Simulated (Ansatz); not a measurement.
# ClH3O2Sn: molecular dynamics

Purpose: to follow the molecule's vibrations and see whether its bonds hold. The start is relaxed first. Runs: 500 steps of 0.5 fs under a Langevin thermostat at 500 K. SMILES of the start: [OH][SnH]([OH])[Cl].

Method: RKS B3LYP-D4/def2-SVP, in Ansatz 0.2.0.

### 1 The structure to begin with

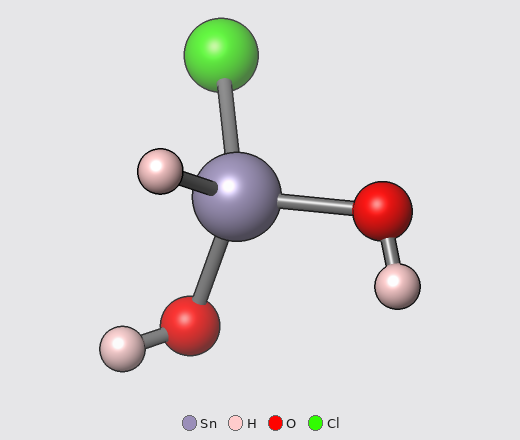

The starting structure, seen from a chosen angle (tin purple, hydrogen pink, oxygen red, chlorine green).

Coordinates:

```xyz
7

Sn    0.0000    0.0000    0.0000
H     0.0000    0.0000    1.7400
O     1.8483    0.0000   -0.6527
H     2.1646   -0.9521   -0.7693
Cl   -1.1351    1.9666   -0.8025
O    -0.9232   -1.5994   -0.6527
H    -1.3778   -2.0650    0.1197
```

### 2 Relaxing the start

The input, input.yaml:

```yaml
crystal:
  periodic: [false, false, false]
  atoms:
    - { symbol: Sn, position_ang: [0.0, 0.0, 0.0] }
    - { symbol: H, position_ang: [0.0, 0.0, 1.74] }
    - { symbol: O, position_ang: [1.8483, 0.0, -0.6527] }
    - { symbol: H, position_ang: [2.1646, -0.9521, -0.7693] }
    - { symbol: Cl, position_ang: [-1.1351, 1.9666, -0.8025] }
    - { symbol: O, position_ang: [-0.9232, -1.5994, -0.6527] }
    - { symbol: H, position_ang: [-1.3778, -2.065, 0.1197] }
basis:
  gaussian: { orbitals: def2-SVP }
hamiltonian:
  xc: b3lyp
  dispersion: d4
relax:
  f_tol: 0.02
  max_steps: 40
```

Run with:

```
> ansatz run input.yaml --threads 2 --pin off --max-ram 3072MiB --backend cpu --events-out ev --progress --plain --runs-dir out
```

What it wrote, shortened:

```text
Warning: RAYON_NUM_THREADS=2 ignored (pool sized by the plan → 2); use --threads N
[...]
Functional definition: B3LYP
[...]
981 factors; integrals over basis functions are off by at most 4.0e-4 eV
[...]
mean field -22493.36029811 eV, -826.6157444084 hartree, gradient 1.3e-5 eV, S^2 0.000000; 0 other end points of the search recorded, 0 dependent functions left out
[...]
reference -22493.36054411 eV, -826.6157534488 hartree; 29, 29 occupied and 58, 58 virtual orbitals, 981 factors
relax step   1: F+E_penalty+E_count = -22493.60001898 eV  Δ(F+E_penalty+E_count) = +0.000e0 eV  max|allowed force component| = 1.697e0 eV/Å  Δτ_max = 0.0000 Å  (26 SCF iters, accepted)
[...]
relax step   4: F+E_penalty+E_count = -22493.82762237 eV  Δ(F+E_penalty+E_count) = -7.517e-2 eV  max|allowed force component| = 3.303e-1 eV/Å  Δτ_max = 0.1999 Å  (35 SCF iters, accepted)
[...]
relax step   7: F+E_penalty+E_count = -22493.85826126 eV  Δ(F+E_penalty+E_count) = -1.444e-2 eV  max|allowed force component| = 9.916e-2 eV/Å  Δτ_max = 0.1000 Å  (29 SCF iters, accepted)
[...]
relax step  10: F+E_penalty+E_count = -22493.86765944 eV  Δ(F+E_penalty+E_count) = -7.004e-3 eV  max|allowed force component| = 1.641e-1 eV/Å  Δτ_max = 0.0141 Å  (32 SCF iters, accepted)
[...]
relax step  11: F+E_penalty+E_count = -22493.87489066 eV  Δ(F+E_penalty+E_count) = -7.231e-3 eV  max|allowed force component| = 7.570e-2 eV/Å  Δτ_max = 0.0884 Å  (29 SCF iters, accepted)
[...]
relax step  12: F+E_penalty+E_count = -22493.87695926 eV  Δ(F+E_penalty+E_count) = -2.069e-3 eV  max|allowed force component| = 7.233e-2 eV/Å  Δτ_max = 0.0232 Å  (27 SCF iters, accepted)
[...]
981 factors; integrals over basis functions are off by at most 4.7e-4 eV
[...]
```

### 3 More of the same log: start relaxed

Output, continued, shortened:

```text
mean field -22493.57606478 eV, -826.6236736872 hartree, gradient 1.4e-5 eV, S^2 0.000000; 0 other end points of the search recorded, 0 dependent functions left out
[...]
reference -22493.57630710 eV, -826.6236825923 hartree; 29, 29 occupied and 58, 58 virtual orbitals, 981 factors
relax step  13: F+E_penalty+E_count = -22493.81982520 eV  Δ(F+E_penalty+E_count) = +5.713e-2 eV  max|allowed force component| = 2.009e0 eV/Å  Δτ_max = 0.1950 Å  (29 SCF iters, rejected (line search))
[...]
relax step  15: F+E_penalty+E_count = -22493.87784243 eV  Δ(F+E_penalty+E_count) = +3.355e-3 eV  max|allowed force component| = 7.495e-1 eV/Å  Δτ_max = 0.0985 Å  (29 SCF iters, rejected (line search))
[...]
relax step  17: F+E_penalty+E_count = -22493.88598210 eV  Δ(F+E_penalty+E_count) = -1.921e-3 eV  max|allowed force component| = 7.113e-2 eV/Å  Δτ_max = 0.0500 Å  (28 SCF iters, accepted)
[...]
reference -22493.64472575 eV, -826.6261969312 hartree; 29, 29 occupied and 58, 58 virtual orbitals, 981 factors
Total energy: -22493.88860980 eV, -826.6351595049 hartree
Atom 0 at     0.076887    -0.112985     0.309674 Å, force     0.000128     0.000748    -0.000387 eV/Å
Atom 1 at     0.171144     0.260804     1.967300 Å, force     0.000777     0.000319     0.001283 eV/Å
Atom 2 at     1.927962    -0.201137    -0.376188 Å, force     0.000259     0.000020     0.000047 eV/Å
Atom 3 at     1.975583    -0.547313    -1.279356 Å, force    -0.002181    -0.000153     0.000039 eV/Å
Atom 4 at    -1.154685     1.497752    -0.913394 Å, force     0.000893    -0.001661     0.000510 eV/Å
Atom 5 at    -0.824029    -1.837224    -0.077028 Å, force    -0.001420     0.002629     0.000527 eV/Å
Atom 6 at    -1.596062    -1.709797    -0.648509 Å, force     0.001544    -0.001902    -0.002019 eV/Å
Dipole moment:    -0.128989    -0.084902    -0.011325 e Å
```

Run time: 50 s. Hardware: 2 threads of Arm Neoverse V1, shared host; peak memory 0.19 GiB.

Relaxation path:

```tsv
step	energy from step 1 (eV)	largest force component (eV/Å)
1	0.0000	1.6974
2	-0.1149	1.4640
3	-0.1524	1.2495
4	-0.2276	0.3303
5x	-0.1887	0.6940
6	-0.2438	0.2067
7	-0.2582	0.0992
8	-0.2606	0.4135
9x	-0.2599	0.7984
10	-0.2676	0.1641
11	-0.2749	0.0757
12	-0.2769	0.0723
13x	-0.2198	2.0091
14	-0.2812	0.0621
15x	-0.2778	0.7495
16	-0.2840	0.0645
17	-0.2860	0.0711
18	-0.2879	0.0258
19x	-0.2873	0.0922
20	-0.2881	0.0224
21	-0.2883	0.0026
```

Step 1 is the start. 5 steps were tried and not accepted (5, 9, 13, 15, 19; marked x where the table lists them).

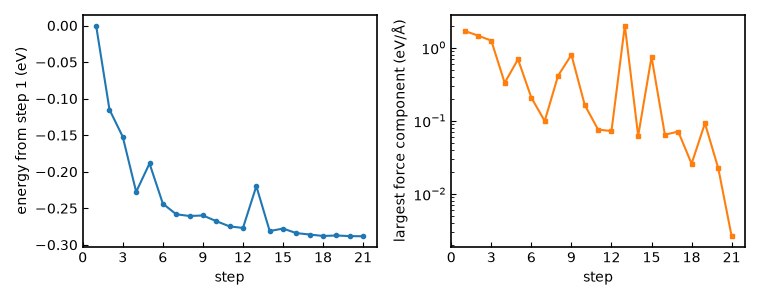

Energy and largest force along the relaxation.

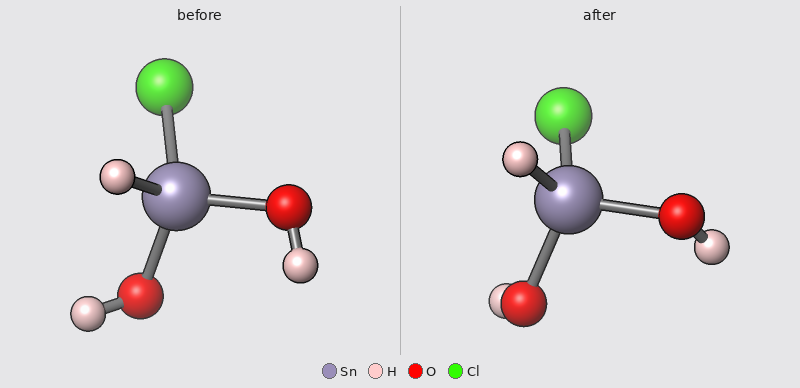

The structure before (left) and after (right), drawn at the same scale.

After: Bond lengths: Sn1–H2 1.702 Å, Sn1–O3 1.976 Å, O3–H4 0.968 Å, Sn1–Cl5 2.368 Å, Sn1–O6 1.983 Å, O6–H7 0.969 Å. Angles: H2–Sn1–O3 107.2°, H2–Sn1–Cl5 112.5°, H2–Sn1–O6 114.0°, O3–Sn1–Cl5 109.8°, O3–Sn1–O6 108.6°, Cl5–Sn1–O6 104.7°, Sn1–O3–H4 112.7°, Sn1–O6–H7 111.3°.

### 4 Dynamics

500 steps of 0.5 fs under a Langevin thermostat at 500 K, from the relaxed start.

The input, input.yaml:

```yaml
crystal:
  periodic: [false, false, false]
  atoms:
    - { symbol: Sn, position_ang: [0.076887, -0.112985, 0.309674] }
    - { symbol: H, position_ang: [0.171144, 0.260804, 1.9673] }
    - { symbol: O, position_ang: [1.927962, -0.201137, -0.376188] }
    - { symbol: H, position_ang: [1.975583, -0.547313, -1.279356] }
    - { symbol: Cl, position_ang: [-1.154685, 1.497752, -0.913394] }
    - { symbol: O, position_ang: [-0.824029, -1.837224, -0.077028] }
    - { symbol: H, position_ang: [-1.596062, -1.709797, -0.648509] }
basis:
  gaussian: { orbitals: def2-SVP }
hamiltonian:
  xc: b3lyp
  dispersion: d4
md:
  timestep: 0.5
  n_steps: 500
  ensemble: nvt_langevin
  temperature: 500.0
  initial_velocities: maxwell_boltzmann
  seed: 138142
  friction: 0.01
```

Run with:

```
> ansatz run input.yaml --threads 2 --pin off --max-ram 3072MiB --backend cpu --events-out ev --progress --plain --runs-dir out
```

What it wrote, shortened:

```text
Warning: RAYON_NUM_THREADS=2 ignored (pool sized by the plan → 2); use --threads N
[...]
Functional definition: B3LYP
[...]
981 factors; integrals over basis functions are off by at most 3.3e-4 eV
[...]
mean field -22493.64448870 eV, -826.6261882199 hartree, gradient 1.3e-5 eV, S^2 0.000000; 0 other end points of the search recorded, 0 dependent functions left out
[...]
reference -22493.64472766 eV, -826.6261970016 hartree; 29, 29 occupied and 58, 58 virtual orbitals, 981 factors
md step     0: t =     0.00 fs  T =   428.6 K  F+E_penalty+E_count = -22493.88837275 eV  E_kin = 0.387780 eV  (26 SCF iters)
[...]
md step    21: t =    10.50 fs  T =   211.6 K  F+E_penalty+E_count = -22493.67258639 eV  E_kin = 0.191487 eV  (23 SCF iters, 3 dispersion substeps)
[...]
md step    42: t =    21.00 fs  T =   273.2 K  F+E_penalty+E_count = -22493.68986052 eV  E_kin = 0.247204 eV  (28 SCF iters, 3 dispersion substeps)
[...]
md step    63: t =    31.50 fs  T =   318.5 K  F+E_penalty+E_count = -22493.73919574 eV  E_kin = 0.288210 eV  (29 SCF iters, 3 dispersion substeps)
[...]
md step    84: t =    42.00 fs  T =   156.1 K  F+E_penalty+E_count = -22493.62241704 eV  E_kin = 0.141257 eV  (29 SCF iters, 3 dispersion substeps)
md step    85: t =    42.50 fs  T =   151.1 K  F+E_penalty+E_count = -22493.62516313 eV  E_kin = 0.136723 eV  (28 SCF iters, 3 dispersion substeps)
```

### 5 The log goes on: dynamics from the start

The log, continued, shortened:

```text
md step    86: t =    43.00 fs  T =   151.1 K  F+E_penalty+E_count = -22493.63428794 eV  E_kin = 0.136742 eV  (29 SCF iters, 3 dispersion substeps)
[...]
md step   113: t =    56.50 fs  T =   309.3 K  F+E_penalty+E_count = -22493.67099350 eV  E_kin = 0.279866 eV  (32 SCF iters, 3 dispersion substeps)
[...]
md step   140: t =    70.00 fs  T =   392.4 K  F+E_penalty+E_count = -22493.67355078 eV  E_kin = 0.355082 eV  (28 SCF iters, 3 dispersion substeps)
[...]
md step   167: t =    83.50 fs  T =   510.2 K  F+E_penalty+E_count = -22493.77410963 eV  E_kin = 0.461635 eV  (27 SCF iters, 3 dispersion substeps)
[...]
md step   194: t =    97.00 fs  T =   228.7 K  F+E_penalty+E_count = -22493.51197329 eV  E_kin = 0.206916 eV  (32 SCF iters, 3 dispersion substeps)
md step   195: t =    97.50 fs  T =   240.0 K  F+E_penalty+E_count = -22493.51348769 eV  E_kin = 0.217149 eV  (32 SCF iters, 3 dispersion substeps)
```

### 6 The log goes on: dynamics from the start

The log, continued, shortened:

```text
md step   196: t =    98.00 fs  T =   241.8 K  F+E_penalty+E_count = -22493.52700913 eV  E_kin = 0.218829 eV  (32 SCF iters, 3 dispersion substeps)
[...]
md step   218: t =   109.00 fs  T =   410.1 K  F+E_penalty+E_count = -22493.70438439 eV  E_kin = 0.371059 eV  (27 SCF iters, 3 dispersion substeps)
[...]
md step   240: t =   120.00 fs  T =   471.4 K  F+E_penalty+E_count = -22493.70695034 eV  E_kin = 0.426552 eV  (29 SCF iters, 3 dispersion substeps)
[...]
md step   262: t =   131.00 fs  T =   254.5 K  F+E_penalty+E_count = -22493.58473504 eV  E_kin = 0.230272 eV  (32 SCF iters, 3 dispersion substeps)
[...]
md step   499: t =   249.50 fs  T =   344.9 K  F+E_penalty+E_count = -22493.48827610 eV  E_kin = 0.312048 eV  (33 SCF iters, 3 dispersion substeps)
[...]
md step   500: t =   250.00 fs  T =   349.6 K  F+E_penalty+E_count = -22493.50816444 eV  E_kin = 0.316365 eV  (29 SCF iters, 3 dispersion substeps)
Total energy: -22493.50840112 eV, -826.6211870936 hartree
Atom 0 at     0.355065    -0.530164     0.204481 Å, force     0.923371     0.612448    -1.757859 eV/Å
Atom 1 at     0.086163    -0.270988     1.829335 Å, force    -0.437961    -0.168082     0.449191 eV/Å
Atom 2 at     2.307078    -0.164002     0.183691 Å, force    -1.062335    -0.191518     1.907146 eV/Å
Atom 3 at     2.744836    -0.041355    -0.632450 Å, force     0.679055     0.130251    -1.741083 eV/Å
Atom 4 at    -0.730902     1.028448    -1.367557 Å, force     0.245577    -0.450010     0.780218 eV/Å
Atom 5 at     0.113505    -2.077476    -1.058812 Å, force    -0.640585     0.636971     0.549216 eV/Å
Atom 6 at    -0.612010    -1.672737    -1.582675 Å, force     0.292879    -0.570060    -0.186829 eV/Å
Dipole moment:    -0.188557    -0.070949     0.281657 e Å
```

It took 18 min on 2 threads of Arm Neoverse V1, shared host; peak memory 0.19 GiB.

### 7 The trajectory

One step in 36; energies are changes from step 0:

```tsv
time (fs)	T (K)	potential energy change (meV/atom)
0.0	429	0.0
18.0	240	32.4
36.0	256	26.9
54.0	321	29.4
72.0	363	31.7
90.0	373	41.9
108.0	438	25.0
126.0	422	22.2
144.0	577	19.7
162.0	407	44.8
180.0	545	23.4
198.0	604	37.3
216.0	517	35.9
234.0	454	42.8
250.0	350	54.3
```

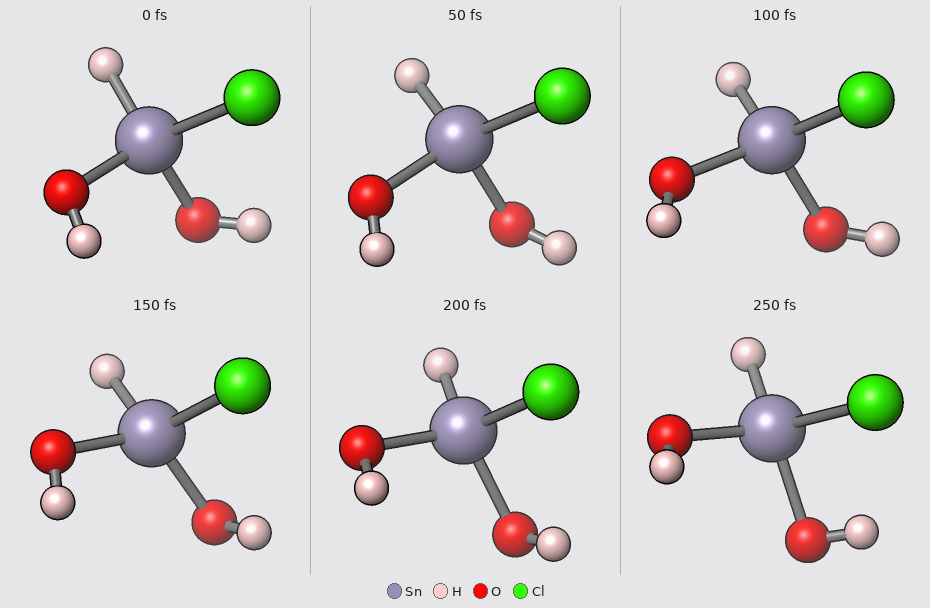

The system at six times, viewed from a chosen angle. Sticks join atoms within a bonding distance in each frame.

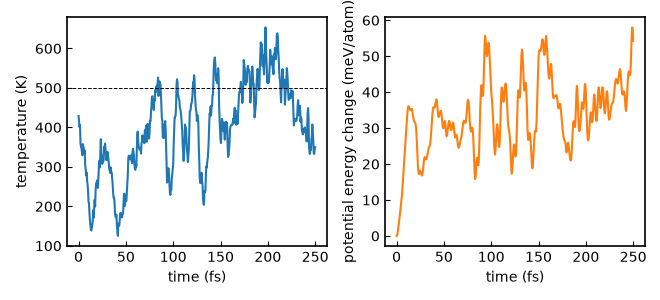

Traces against time; each panel has its own scale. The dashed line is the set temperature.

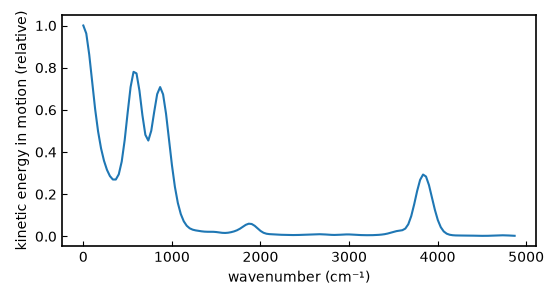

Power spectrum of the mass-weighted velocities; a run of 250 fs resolves no finer than about 270 cm⁻¹.

Maxima of the velocity power spectrum (cm⁻¹, relative height; resolution about 270 cm⁻¹): 570 (78), 870 (71), 3840 (29).

### 8 Frames from the trajectory

Extended XYZ, with forces in eV/Å:

```xyz
7
time_fs=31.0 T=330 dE=0.1492
Sn    0.094   -0.107    0.295    1.250   -0.642    1.091
H     0.140    0.173    2.047   -0.083   -0.073   -0.878
O     2.031   -0.416   -0.280   -1.189    0.423    0.203
H     1.932   -0.912   -1.106    0.282   -0.119   -0.143
Cl   -1.088    1.507   -0.892   -0.145    0.418   -0.305
O    -0.761   -1.830   -0.180   -0.344   -0.034   -0.393
H    -1.314   -1.776   -0.985    0.229    0.027    0.426
7
time_fs=62.5 T=389 dE=0.1945
Sn    0.154   -0.138    0.308   -0.977    0.754   -0.102
H    -0.034    0.280    1.943    0.212   -0.016    0.041
O     1.995   -0.468   -0.154    1.437    0.124   -0.290
H     2.342   -0.709   -1.033   -0.572    0.146    0.377
Cl   -1.081    1.505   -0.979    0.481   -0.367    0.216
O    -0.729   -1.805   -0.202   -0.951   -0.291   -0.905
H    -1.311   -1.606   -0.974    0.369   -0.349    0.663
7
time_fs=94.0 T=266 dE=0.3845
Sn    0.146   -0.202    0.310    0.784   -1.887   -0.177
H     0.080   -0.110    2.016   -0.056    0.107   -0.151
O     2.126   -0.366    0.029   -0.984    0.303    1.278
H     2.654   -0.479   -0.752   -0.093   -0.088   -0.964
Cl   -0.935    1.393   -0.929   -0.375    1.001   -0.538
O    -0.718   -1.882   -0.367    2.723    0.248    1.983
H    -1.470   -1.982   -0.893   -1.998    0.316   -1.431
7
time_fs=125.0 T=416 dE=0.1644
Sn    0.163   -0.327    0.298   -0.820    1.069    0.013
H    -0.325   -0.004    1.883    0.249   -0.162    0.331
O     2.094   -0.201    0.057    0.610   -0.202   -0.277
H     2.409   -0.333   -0.856   -0.181    0.020    0.279
Cl   -0.887    1.419   -0.932    0.086    0.042   -0.132
O    -0.719   -1.898   -0.448   -1.322   -0.557   -1.376
H    -1.453   -1.681   -1.104    1.377   -0.210    1.162
7
time_fs=156.0 T=403 dE=0.3526
Sn    0.190   -0.399    0.257   -1.354   -1.008    0.672
H     0.247   -0.697    1.978   -0.575    0.302   -0.429
O     2.119   -0.153    0.133    1.094   -0.772   -1.932
H     2.390   -0.522   -0.755    0.123    0.688    1.122
Cl   -0.810    1.372   -0.953    0.001    0.050    0.176
O    -0.760   -1.987   -0.609    0.916    0.581    0.943
H    -1.022   -1.752   -1.500   -0.205    0.159   -0.552
7
time_fs=187.5 T=462 dE=0.2228
Sn    0.191   -0.491    0.223    0.531    0.521    1.583
H    -0.329   -0.470    1.897    0.265   -0.135   -0.641
O     2.180   -0.193    0.132   -1.226   -0.242    2.067
H     2.359   -0.237   -0.780    0.875   -0.024   -2.211
Cl   -0.727    1.244   -1.010   -0.318    0.767   -0.405
O    -0.500   -1.975   -0.832   -0.218   -0.382   -1.413
H    -0.667   -1.629   -1.749    0.089   -0.506    1.020
7
time_fs=219.0 T=503 dE=0.2606
Sn    0.273   -0.508    0.224   -0.334   -0.780   -1.012
H    -0.359   -0.844    1.777    0.201    0.284   -0.070
O     2.199   -0.253    0.087    1.388    0.139   -0.857
H     2.597   -0.290   -0.834   -0.954    0.011    1.455
Cl   -0.684    1.121   -1.199   -0.230    0.464    0.215
O    -0.095   -1.978   -1.090   -0.110    0.079    0.368
H    -0.675   -1.551   -1.742    0.038   -0.197   -0.098
7
time_fs=250.0 T=350 dE=0.3802
Sn    0.355   -0.530    0.204    0.923    0.612   -1.758
H     0.086   -0.271    1.829   -0.438   -0.168    0.449
O     2.307   -0.164    0.184   -1.062   -0.192    1.907
H     2.745   -0.041   -0.632    0.679    0.130   -1.741
Cl   -0.731    1.028   -1.368    0.246   -0.450    0.780
O     0.114   -2.078   -1.059   -0.641    0.637    0.549
H    -0.612   -1.673   -1.583    0.293   -0.570   -0.187
```

### 9 Results

```
                        quantity                          value
         relaxation of the start       15 moves, 0.288 eV lower
                          length            500 steps of 0.5 fs
temperature, first and last step                  429 and 350 K
        temperature, second half  mean 458 K, from 204 to 653 K
   potential energy, second half    +37 meV/atom from the start
          bonds formed or broken                              0
```

In words: Against a set 500 K the second half averages 458 K with a spread of 92 K. The bonding pattern survives the run. Averages from a run of 250 fs with 7 atoms are rough. The nuclei move classically, without zero-point motion, which matters most for hydrogen.
